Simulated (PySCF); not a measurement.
SMILES c1coc([SiH2]c2ccc[se]2)c1 (C8H8OSeSi) at its GFN2-xTB optimised geometry (Å):

```
19

C     -1.6762     3.2728     0.0009
C     -2.1370     1.9913     0.0062
O     -1.1156     1.1275     0.0070
C      0.0374     1.8383     0.0018
Si     1.6548     0.8900     0.0030
C      1.1902    -0.9275    -0.0001
C      2.0617    -1.9786    -0.0001
C      1.4830    -3.2674     0.0000
C      0.1257    -3.2674     0.0000
Se    -0.5780    -1.5570     0.0000
C     -0.2672     3.1726    -0.0018
H     -2.2633     4.1686    -0.0006
H     -3.1293     1.5848     0.0098
H      2.4244     1.2268     1.2090
H      2.4286     1.2317    -1.1988
H      3.1293    -1.8282    -0.0005
H      2.0741    -4.1686     0.0000
H     -0.5081    -4.1361     0.0006
H      0.4371     3.9793    -0.0061
```

Computed with PySCF 2.14.0 with CAM-B3LYP/def2-SVP. Cells within 0.4 Å of a nucleus heavier than hydrogen are left out (blank, or x).

Map of the Laplacian of the electron density (e/bohr⁵), clipped to [-1.50, 1.50] on the plane z = 0.0 Å:

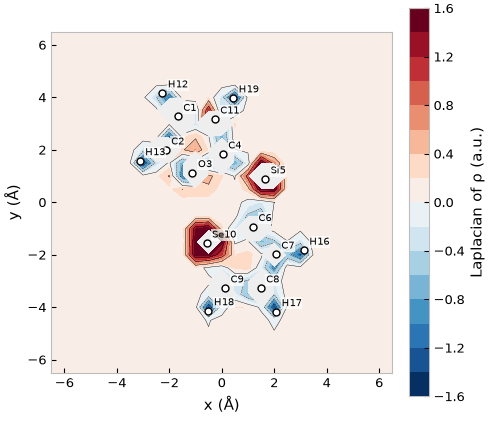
Laplacian of the electron density (e/bohr⁵), clipped to [-1.50, 1.50] on the plane z = 0.0 Å.
